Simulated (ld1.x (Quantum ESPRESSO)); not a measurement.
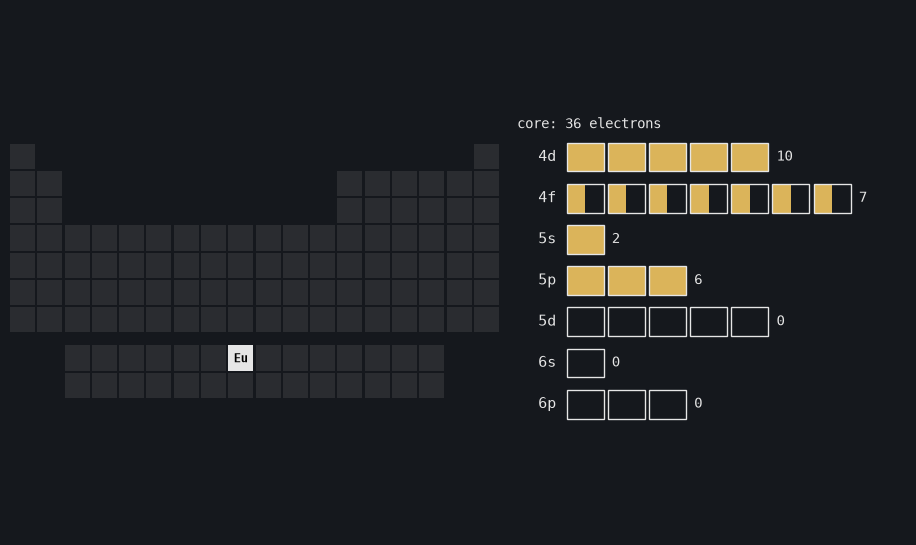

Left, the place of europium in the periodic table; right, the valence shells of the reference configuration: a box for each of the 2l + 1 orbitals, shaded by the share of the shell that is filled, with the electron count at the right.

# Pseudopotential generation: Eu (part 1 of 2)

System: europium (Eu, Z = 63), core [Kr], reference valence 4d10 4f7 5s2 5p6 5d0 6s0 6p0 (an ion of charge +2), valence charge 27.
Method: ultrasoft potential, LDA (PZ), scalar-relativistic, made with ld1.x (Quantum ESPRESSO) 7.5.

## Input file
```
 &input
   title='Eu', zed=63., rel=1, dft='PZ', iswitch=3,
   config='[Xe] 4f7 5d0 6s0 6p0',
   nld=4, rlderiv=2.75, eminld=-13.0, emaxld=5.0, deld=0.04
 /
 &inputp
   pseudotype=3, tm=.true., lloc=-2, rcloc=1.98,
   nlcc=.true.,
   which_augfun='PSQ', rmatch_augfun=1.00,
   file_pseudopw='Eu.UPF', file_wfcaegen='ae.wfc', file_wfcncgen='nc.wfc', file_beta='beta', file_chi='chi', file_wfcusgen='us.wfc'
 /
8
5S  1  0   2.00   0.00  2.15  2.55  0.0
6S  2  0   0.00   0.00  2.15  2.55  0.0
5P  2  1   6.00   0.00  2.30  2.40  0.0
6P  3  1   0.00   0.00  2.30  2.40  0.0
4D  3  2  10.00   0.00  0.90  0.95  0.0
5D  4  2   0.00   0.00  0.90  0.95  0.0
4F  4  3   7.00   0.00  1.45  1.75  0.0
4F  4  3   0.00   1.10  1.45  1.75  0.0
 &test
   configts(1)='4d10 4f7 5s2 5p6 5d0 6s0 6p0'
 /
```

## Input of the test run
```
 &input
   title='Eu', zed=63., rel=1, dft='PZ', iswitch=2,
   config='[Xe] 4f7 5d0 6s0 6p0'
 /
 &test
   file_pseudo='Eu.UPF', nconf=10,
   configts(1)='4d10 4f7 5s2 5p6 5d0 6s0 6p0',
   configts(2)='4d10 4f7 5s2 5p6 5d0 6s2 6p0',
   configts(3)='4d10 4f7 5s2 5p6 5d0 6s1 6p0',
   configts(4)='4d10 4f6 5s2 5p6 5d0 6s0 6p0',
   configts(5)='4d10 4f6 5s2 5p6 5d0 6s2 6p0',
   configts(6)='4d10 4f7 5s2 5p6 5d0 6s1.5 6p0',
   configts(7)='4d10 4f7 5s2 5p6 5d0 6s0 6p1',
   configts(8)='4d10 4f7 5s2 5p6 5d0 6s1 6p1',
   configts(9)='4d10 4f7 5s2 5p6 5d0 6s0 6p0', lsdts(9)=1,
   configts(10)='4d10 4f7 5s2 5p6 5d0 6s2 6p0', lsdts(10)=1
 /
```

Command:
```bash
ld1.x < Eu.in > Eu.out
```

## The program's output
```
     Program LD1 v.7.5
     --------------------------- All-electron run ----------------------------

     Eu
     scalar relativistic calculation

     atomic number is 63.00
     dft =PZ   lsd =0 sic =0 latt =0  beta=0.20 tr2=1.0E-14
     Exchange-correlation= PZ
                           (   1   1   0   0   0   0   0)
     mesh =1261 r(mesh) = 100.16965 a.u. xmin = -7.00 dx = 0.01250
     1 Ry =  13.60569312 eV, c = 137.03599908

     n l     nl                  e(Ry)          e(Ha)          e(eV)
     1 0     1S 1( 2.00)     -3552.8330     -1776.4165    -48338.7554
     2 0     2S 1( 2.00)      -584.3310      -292.1655     -7950.2283
     2 1     2P 1( 6.00)      -520.9517      -260.4758     -7087.9087
     3 0     3S 1( 2.00)      -129.3142       -64.6571     -1759.4095
     3 1     3P 1( 6.00)      -109.5905       -54.7953     -1491.0552
     4 0     4S 1( 2.00)       -26.4280       -13.2140      -359.5714
     4 1     4P 1( 6.00)       -19.9368        -9.9684      -271.2536
     3 2     3D 1(10.00)       -83.1643       -41.5822     -1131.5082
     5 0     5S 1( 2.00)        -4.2972        -2.1486       -58.4663
     5 1     5P 1( 6.00)        -2.7536        -1.3768       -37.4640
     4 2     4D 1(10.00)       -10.8933        -5.4467      -148.2111
     4 3     4F 1( 7.00)        -1.2085        -0.6043       -16.4429
     5 2     5D 1( 0.00)        -1.0133        -0.5066       -13.7866
     6 0     6S 1( 0.00)        -1.0273        -0.5136       -13.9770
     6 1     6P 1( 0.00)        -0.7172        -0.3586        -9.7577

     final scf error:  8.5E-15 reached in  25 iterations

     Etot =  -21672.066653 Ry,  -10836.033327 Ha, -294863.488227 eV

     Ekin =   23214.246814 Ry,   11607.123407 Ha,  315845.918239 eV
     Encl =  -52780.142684 Ry,  -26390.071342 Ha, -718110.424344 eV
     Eh   =    8362.430386 Ry,    4181.215193 Ha,  113776.661592 eV
     Exc  =    -468.601170 Ry,    -234.300585 Ha,   -6375.643713 eV

     normalization and overlap integrals

     s(1S/1S) =  1.000000  <r> =   0.0223  <r2> =    0.0007  r(max) =   0.0142
     s(2S/2S) =  1.000000  <r> =   0.0952  <r2> =    0.0107  r(max) =   0.0806
     s(2P/2P) =  1.000000  <r> =   0.0839  <r2> =    0.0086  r(max) =   0.0652
     s(3S/3S) =  1.000000  <r> =   0.2498  <r2> =    0.0713  r(max) =   0.2304
     s(3P/3P) =  1.000000  <r> =   0.2482  <r2> =    0.0714  r(max) =   0.2247
     s(4S/4S) =  1.000000  <r> =   0.5664  <r2> =    0.3622  r(max) =   0.5256
     s(4P/4P) =  1.000000  <r> =   0.5998  <r2> =    0.4094  r(max) =   0.5526
     s(3D/3D) =  1.000000  <r> =   0.2260  <r2> =    0.0601  r(max) =   0.1839
     s(5S/5S) =  1.000000  <r> =   1.3777  <r2> =    2.1365  r(max) =   1.2298
     s(5P/5P) =  1.000000  <r> =   1.6169  <r2> =    2.9676  r(max) =   1.3936
     s(4D/4D) =  1.000000  <r> =   0.6547  <r2> =    0.4978  r(max) =   0.5737
     s(4F/4F) =  1.000000  <r> =   0.9538  <r2> =    1.2311  r(max) =   0.5956
     s(5D/5D) =  1.000000  <r> =   2.4946  <r2> =    7.2443  r(max) =   2.0024
     s(6S/6S) =  1.000000  <r> =   3.4649  <r2> =   13.4234  r(max) =   3.1404
     s(6P/6P) =  1.000000  <r> =   4.2670  <r2> =   20.4368  r(max) =   3.8358

     ------------------------ End of All-electron run ------------------------

     --------------------- Generating US pseudopotential ---------------------

      Generating local potential from pseudized AE potential:
      Matching radius rcloc =   1.9800
      Enforcing V''(0)=0 (lloc=-2)

      Local pseudo, rcloc= 1.978 Estimated cut-off energy=     8.08 Ry

      Computing core charge for nlcc:

       r > 0.38 : true rho core
       r < 0.38 : rho core = a sin(br)/r    a= 108.98  b=   6.43

      Integrated core pseudo-charge :  15.07
      Wfc-us  5S rcutus= 2.539  Estimated cut-off energy=     8.86 Ry
      Wfc-us  6S rcutus= 2.539  Estimated cut-off energy=    18.23 Ry
      Wfc-us  5P rcutus= 2.415  Estimated cut-off energy=    14.49 Ry
      Wfc-us  6P rcutus= 2.415  Estimated cut-off energy=    26.75 Ry
      Wfc-us  4D rcutus= 0.958  Estimated cut-off energy=   131.06 Ry
      Wfc-us  5D rcutus= 0.958  Estimated cut-off energy=   223.38 Ry
      Wfc-us  4F rcutus= 1.745  Estimated cut-off energy=    52.45 Ry
      Wfc-us  4F rcutus= 1.745  Estimated cut-off energy=    45.82 Ry

     Q pseudized with Bessel functions
     Expected ecutrho=     549.3112 due to l1=  3   l2=  3

     ------------------- End of pseudopotential generation -------------------

     --------------------------- All-electron run ----------------------------

     Eu
     scalar relativistic calculation

     atomic number is 63.00
     dft =PZ   lsd =0 sic =0 latt =0  beta=0.20 tr2=1.0E-14
     Exchange-correlation= PZ
                           (   1   1   0   0   0   0   0)
     mesh =1261 r(mesh) = 100.16965 a.u. xmin = -7.00 dx = 0.01250
     1 Ry =  13.60569312 eV, c = 137.03599908

     n l     nl                  e(Ry)          e(Ha)          e(eV)
     1 0     1S 1( 2.00)     -3552.8330     -1776.4165    -48338.7554
     2 0     2S 1( 2.00)      -584.3310      -292.1655     -7950.2283
     2 1     2P 1( 6.00)      -520.9517      -260.4758     -7087.9087
     3 0     3S 1( 2.00)      -129.3142       -64.6571     -1759.4095
     3 1     3P 1( 6.00)      -109.5905       -54.7953     -1491.0552
     4 0     4S 1( 2.00)       -26.4280       -13.2140      -359.5714
     4 1     4P 1( 6.00)       -19.9368        -9.9684      -271.2536
     3 2     3D 1(10.00)       -83.1643       -41.5822     -1131.5082
     5 0     5S 1( 2.00)        -4.2972        -2.1486       -58.4663
     5 1     5P 1( 6.00)        -2.7536        -1.3768       -37.4640
     4 2     4D 1(10.00)       -10.8933        -5.4467      -148.2111
     4 3     4F 1( 7.00)        -1.2085        -0.6043       -16.4429
     5 2     5D 1( 0.00)        -1.0133        -0.5066       -13.7866
     6 0     6S 1( 0.00)        -1.0273        -0.5136       -13.9770
     6 1     6P 1( 0.00)        -0.7172        -0.3586        -9.7577

     final scf error:  8.5E-15 reached in  25 iterations

     Etot =  -21672.066653 Ry,  -10836.033327 Ha, -294863.488227 eV

     Ekin =   23214.246814 Ry,   11607.123407 Ha,  315845.918239 eV
     Encl =  -52780.142684 Ry,  -26390.071342 Ha, -718110.424344 eV
     Eh   =    8362.430386 Ry,    4181.215193 Ha,  113776.661592 eV
     Exc  =    -468.601170 Ry,    -234.300585 Ha,   -6375.643713 eV

     normalization and overlap integrals

     s(1S/1S) =  1.000000  <r> =   0.0223  <r2> =    0.0007  r(max) =   0.0142
     s(2S/2S) =  1.000000  <r> =   0.0952  <r2> =    0.0107  r(max) =   0.0806
     s(2P/2P) =  1.000000  <r> =   0.0839  <r2> =    0.0086  r(max) =   0.0652
     s(3S/3S) =  1.000000  <r> =   0.2498  <r2> =    0.0713  r(max) =   0.2304
     s(3P/3P) =  1.000000  <r> =   0.2482  <r2> =    0.0714  r(max) =   0.2247
     s(4S/4S) =  1.000000  <r> =   0.5664  <r2> =    0.3622  r(max) =   0.5256
     s(4P/4P) =  1.000000  <r> =   0.5998  <r2> =    0.4094  r(max) =   0.5526
     s(3D/3D) =  1.000000  <r> =   0.2260  <r2> =    0.0601  r(max) =   0.1839
     s(5S/5S) =  1.000000  <r> =   1.3777  <r2> =    2.1365  r(max) =   1.2298
     s(5P/5P) =  1.000000  <r> =   1.6169  <r2> =    2.9676  r(max) =   1.3936
     s(4D/4D) =  1.000000  <r> =   0.6547  <r2> =    0.4978  r(max) =   0.5737
     s(4F/4F) =  1.000000  <r> =   0.9538  <r2> =    1.2311  r(max) =   0.5956
     s(5D/5D) =  1.000000  <r> =   2.4946  <r2> =    7.2443  r(max) =   2.0024
     s(6S/6S) =  1.000000  <r> =   3.4649  <r2> =   13.4234  r(max) =   3.1404
     s(6P/6P) =  1.000000  <r> =   4.2670  <r2> =   20.4368  r(max) =   3.8358

     ------------------------ End of All-electron run ------------------------

     Computing logarithmic derivative in   2.75422
     Computing logarithmic derivative in   2.75422
     Computing the partial wave expansion
     R is outside the sphere for l=    0 j= 0.00
     R is outside the sphere for l=    0 j= 0.00
     R is outside the sphere for l=    1 j= 0.00
     R is outside the sphere for l=    1 j= 0.00
     R is outside the sphere for l=    2 j= 0.00
     R is outside the sphere for l=    2 j= 0.00
     R is outside the sphere for l=    3 j= 0.00
     R is outside the sphere for l=    3 j= 0.00

     ---------------------- Testing the pseudopotential ----------------------

     Eu
     scalar relativistic calculation

     atomic number is 63.00   valence charge is 27.00
     dft =PZ   lsd =0 sic =0 latt =0  beta=0.20 tr2=1.0E-14
     mesh =1261 r(mesh) = 100.16965 xmin = -7.00 dx = 0.01250

     n l     nl             e AE (Ry)        e PS (Ry)    De AE-PS (Ry)
     3 2     4D   1(10.00)      -10.89331      -10.89331       -0.00000
     4 3     4F   1( 7.00)       -1.20853       -1.20853        0.00000
     1 0     5S   1( 2.00)       -4.29720       -4.29720       -0.00000
     2 1     5P   1( 6.00)       -2.75356       -2.75356        0.00000
     4 2     5D   1( 0.00)       -1.01330       -1.01329       -0.00000
     2 0     6S   1( 0.00)       -1.02729       -1.02729        0.00000
     3 1     6P   1( 0.00)       -0.71718       -0.71718       -0.00000

     eps = 6.1E-16  iter =  4

     Etot =  -21672.066653 Ry,  -10836.033327 Ha, -294863.488227 eV
     Etotps =  -769.423905 Ry,    -384.711953 Ha,  -10468.545538 eV

     Ekin =     213.088220 Ry,     106.544110 Ha,    2899.212927 eV
     Encl =   -1239.209042 Ry,    -619.604521 Ha,  -16860.297946 eV
     Ehrt =     583.068069 Ry,     291.534034 Ha,    7933.045211 eV
     Ecxc =    -123.848402 Ry,     -61.924201 Ha,   -1685.043351 eV
     (Ecc =     -53.381841 Ry,     -26.690920 Ha,    -726.296942 eV)
     Epseu=    -202.522749 Ry,    -101.261375 Ha,   -2755.462380 eV

     ---------------------- End of pseudopotential test ----------------------
```

## Output of the test run (extracts)
```
     ---------------------- Testing the pseudopotential ----------------------

     Eu
     scalar relativistic calculation

     atomic number is 63.00   valence charge is 27.00
     dft =PZ   lsd =0 sic =0 latt =0  beta=0.20 tr2=1.0E-14
     mesh =1261 r(mesh) = 100.16965 xmin = -7.00 dx = 0.01250

     n l     nl             e AE (Ry)        e PS (Ry)    De AE-PS (Ry)
     3 2     4D   1(10.00)      -10.89331      -10.89331       -0.00000
     4 3     4F   1( 7.00)       -1.20853       -1.20853        0.00000
     1 0     5S   1( 2.00)       -4.29720       -4.29720       -0.00000
     2 1     5P   1( 6.00)       -2.75356       -2.75356        0.00000
     4 2     5D   1( 0.00)       -1.01330       -1.01329       -0.00000
     2 0     6S   1( 0.00)       -1.02729       -1.02729        0.00000
     3 1     6P   1( 0.00)       -0.71718       -0.71718       -0.00000

     eps = 6.2E-16  iter =  4

     Etot =  -21672.066653 Ry,  -10836.033327 Ha, -294863.488226 eV
     Etotps =  -769.423905 Ry,    -384.711953 Ha,  -10468.545538 eV

     Ekin =     213.088220 Ry,     106.544110 Ha,    2899.212927 eV
     Encl =   -1239.209042 Ry,    -619.604521 Ha,  -16860.297946 eV
     Ehrt =     583.068069 Ry,     291.534034 Ha,    7933.045212 eV
     Ecxc =    -123.848402 Ry,     -61.924201 Ha,   -1685.043351 eV
     (Ecc =     -53.381841 Ry,     -26.690920 Ha,    -726.296942 eV)
     Epseu=    -202.522749 Ry,    -101.261375 Ha,   -2755.462380 eV

     ---------------------- End of pseudopotential test ----------------------

     ---------------------- Testing the pseudopotential ----------------------

     Eu
     scalar relativistic calculation

     atomic number is 63.00   valence charge is 27.00
     dft =PZ   lsd =0 sic =0 latt =0  beta=0.20 tr2=1.0E-14
     mesh =1261 r(mesh) = 100.16965 xmin = -7.00 dx = 0.01250

     n l     nl             e AE (Ry)        e PS (Ry)    De AE-PS (Ry)
     3 2     4D   1(10.00)       -9.89990       -9.87147       -0.02843  !
     4 3     4F   1( 7.00)       -0.21424       -0.18821       -0.02603  !
     1 0     5S   1( 2.00)       -3.29180       -3.26970       -0.02210  !
     2 1     5P   1( 6.00)       -1.75442       -1.73404       -0.02037  !
     4 2     5D   1( 0.00)       -0.12609       -0.11198       -0.01411  !
     2 0     6S   1( 2.00)       -0.27704       -0.26544       -0.01160  !
     3 1     6P   1( 0.00)       -0.09152       -0.08276       -0.00877  !

     eps = 7.7E-03  iter =201

     Etot =  -21673.365218 Ry,  -10836.682609 Ha, -294881.156096 eV
     Etotps =  -769.134480 Ry,    -384.567240 Ha,  -10464.607707 eV
     dEtot_ae =      -1.298564 Ry
     dEtot_ps =       0.289425 Ry,   Delta E=      -1.587990 Ry

     Ekin =     217.015422 Ry,     108.507711 Ha,    2952.645233 eV
     Encl =   -1265.251176 Ry,    -632.625588 Ha,  -17214.619229 eV
     Ehrt =     607.948968 Ry,     303.974484 Ha,    8271.567090 eV
     Ecxc =    -124.348910 Ry,     -62.174455 Ha,   -1691.853103 eV
     (Ecc =     -53.381841 Ry,     -26.690920 Ha,    -726.296942 eV)
     Epseu=    -204.498784 Ry,    -102.249392 Ha,   -2782.347699 eV

     ---------------------- End of pseudopotential test ----------------------

     ---------------------- Testing the pseudopotential ----------------------

     Eu
     scalar relativistic calculation

     atomic number is 63.00   valence charge is 27.00
     dft =PZ   lsd =0 sic =0 latt =0  beta=0.20 tr2=1.0E-14
     mesh =1261 r(mesh) = 100.16965 xmin = -7.00 dx = 0.01250

     n l     nl             e AE (Ry)        e PS (Ry)    De AE-PS (Ry)
     3 2     4D   1(10.00)      -10.35978      -10.36064        0.00086
     4 3     4F   1( 7.00)       -0.67481       -0.67525        0.00044
     1 0     5S   1( 2.00)       -3.75713       -3.75735        0.00022
     2 1     5P   1( 6.00)       -2.21801       -2.21821        0.00019
     4 2     5D   1( 0.00)       -0.54202       -0.54215        0.00014
     2 0     6S   1( 1.00)       -0.64622       -0.64630        0.00008
     3 1     6P   1( 0.00)       -0.40294       -0.40302        0.00008

     eps = 9.8E-15  iter = 12

     Etot =  -21672.907560 Ry,  -10836.453780 Ha, -294874.929344 eV
     Etotps =  -770.265150 Ry,    -385.132575 Ha,  -10479.991258 eV
     dEtot_ae =      -0.840907 Ry
     dEtot_ps =      -0.841245 Ry,   Delta E=       0.000338 Ry

     Ekin =     214.756060 Ry,     107.378030 Ha,    2921.905050 eV
     Encl =   -1253.712111 Ry,    -626.856055 Ha,  -17057.622245 eV
     Ehrt =     596.705958 Ry,     298.352979 Ha,    8118.598146 eV
     Ecxc =    -124.142422 Ry,     -62.071211 Ha,   -1689.043693 eV
     (Ecc =     -53.381841 Ry,     -26.690920 Ha,    -726.296942 eV)
     Epseu=    -203.872636 Ry,    -101.936318 Ha,   -2773.828517 eV

     ---------------------- End of pseudopotential test ----------------------
```

(Continued in part 2.) Outcome of the run: generated.
